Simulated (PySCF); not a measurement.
**Si$_{3}$H$_{6}$ClO: EPR calculation**

System: Si$_{3}$H$_{6}$ClO, multiplicity 2, SMILES [SiH3]O[Si]([SiH3])Cl.
Method: UKS B3LYP, IGLO-III on Cl O Si, pcH-1 on H, non-relativistic, mean-field spin-orbit, GIAO (PySCF 2.14.0).

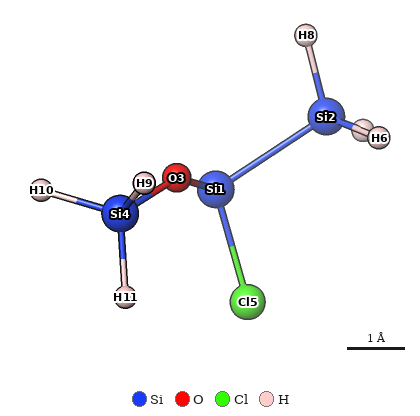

**Figure 1.** The input geometry (ball-and-stick view, seen at a tilt; atoms are numbered from 1 in the order of the input). Bond lengths as drawn: Cl–Si 2.09 Å, H–Si 1.49 to 1.50 Å, O–Si 1.65 to 1.67 Å and Si–Si 2.36 Å.

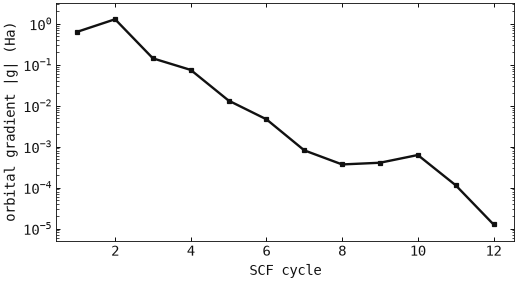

**Figure 2.** Convergence of the self-consistent field: orbital gradient |g| against the SCF cycle. All cycles printed in the log are drawn one after another.

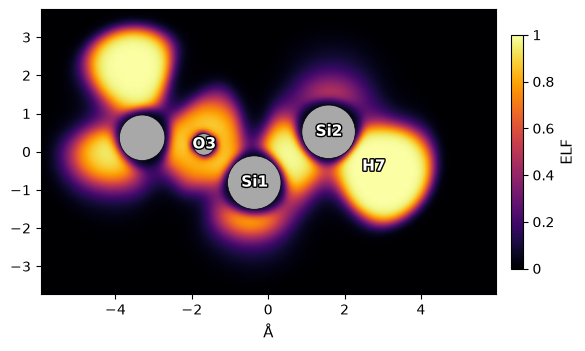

**Figure 3.** Electron localisation function on the plane of atoms Si2, Si1 and O3. Grey discs, where drawn, cover atomic cores. The section cuts through Si, O and H sites. Si–Si (2.36 Å): the ELF peaks at about 1 between the atoms (a covalent bond). Si–H (1.49 Å): the ELF climbs to about 1 towards the hydrogen, as it does in any bond to H.

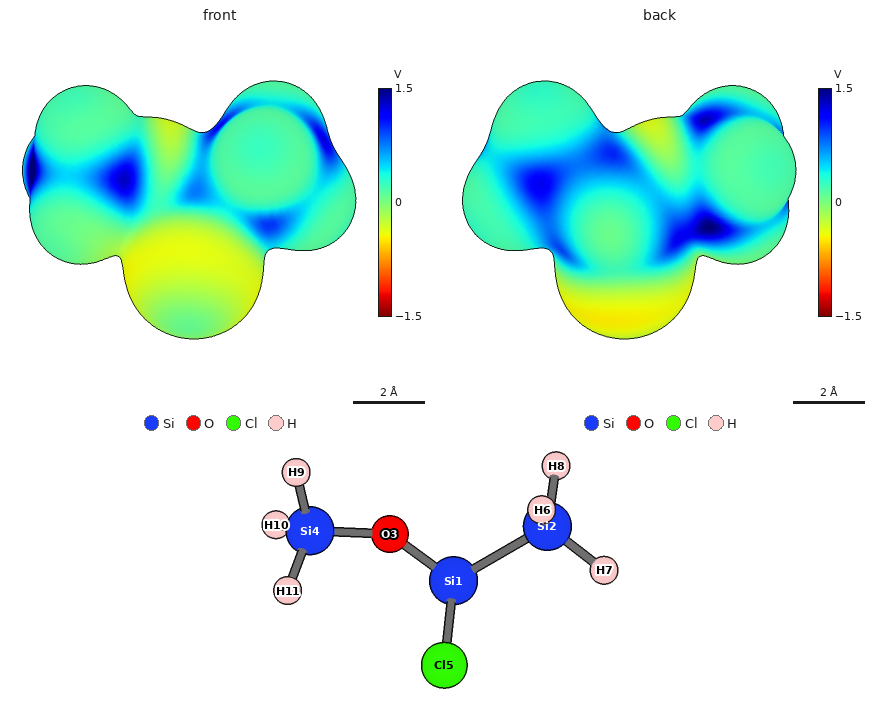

**Figure 4.** The molecular electrostatic potential painted on the density surface at 0.002 e/bohr³, seen face on and from behind; the colour scale runs from red (negative) to blue (positive). The bare structure is drawn below in the same view.

These pictures come from the run below.

## The input
```
{"job": {"kind": "epr"}, "charge": 0, "multiplicity": 2}
Si    -0.308083    -1.110069    -0.112306
Si    -2.210120    -0.379065     1.073355
O      0.883916     0.023981     0.058833
Si     2.275882     0.690760    -0.578532
Cl    -0.835747    -1.206939    -2.134072
H     -2.649730     0.965716     0.588416
H     -3.298503    -1.377791     0.856399
H     -1.876859    -0.306744     2.527610
H      2.352721     2.108555    -0.130135
H      3.460163    -0.061399    -0.071382
H      2.239102     0.624581    -2.068039
```

The first line tells a small driver script what to run in PySCF; the rest is the geometry in Å.

Launch command:
```bash
OMP_NUM_THREADS=1 python <driver script> task.json out
```

## Log
```
UKS, coarse grid
  cycle   1  E = -1407.60706350  |g| = 6.37e-01
  cycle   2  E = -1407.08585632  |g| = 1.29e+00
  cycle   3  E = -1407.73509614  |g| = 1.43e-01
  cycle   4  E = -1407.74258397  |g| = 7.46e-02
  cycle   5  E = -1407.74514117  |g| = 1.33e-02
  cycle   6  E = -1407.74521851  |g| = 4.64e-03
  cycle   7  E = -1407.74522896  |g| = 8.10e-04
  cycle   8  E = -1407.74523065  |g| = 3.67e-04
UKS, final grid
  cycle   1  E = -1407.74524628  |g| = 4.04e-04
  cycle   2  E = -1407.74524620  |g| = 6.24e-04
  cycle   3  E = -1407.74524634  |g| = 1.14e-04
  cycle   4  E = -1407.74524635  |g| = 1.26e-05
E = -1407.74524635 Eh   <S^2> = 0.7528 (exact 0.7500)
g shifts (ppm)      1          2          3
  rmc          -185       -185       -185
  gc             65         25         70
  oz_so       -1521        -80       6754
  total       -1641       -241       6638
hyperfine (MHz)  atom isotope    a_iso     a_fc   dipolar eigenvalues
    0  29Si    -669.93    -670.89   -129.88     63.17     66.71
    1  29Si    -160.86    -161.15    -35.95     16.66     19.29
    2   17O     -22.03     -21.90    -26.12     12.53     13.59
    3  29Si       3.07       3.07     -0.61      0.18      0.43
    4  35Cl      17.16      16.90    -17.71    -16.84     34.56
    5    1H      53.27      53.26     -3.05     -0.08      3.13
    6    1H      -4.61      -4.62     -2.96     -1.15      4.11
    7    1H      -6.09      -6.09     -2.92     -1.17      4.09
    8    1H       5.42       5.42     -1.05     -0.81      1.86
    9    1H       2.04       2.04     -1.29     -1.04      2.33
   10    1H      -0.39      -0.39     -1.22     -0.98      2.20
```

## Results in brief

```csv
quantity,value
outcome,converged
total energy,−1407.745246 hartree
⟨S²⟩,0.753
isotropic g,2.0039
hardware,"1 CPU thread, shared host"
wall time,70 s
peak memory,0.92 GiB
```
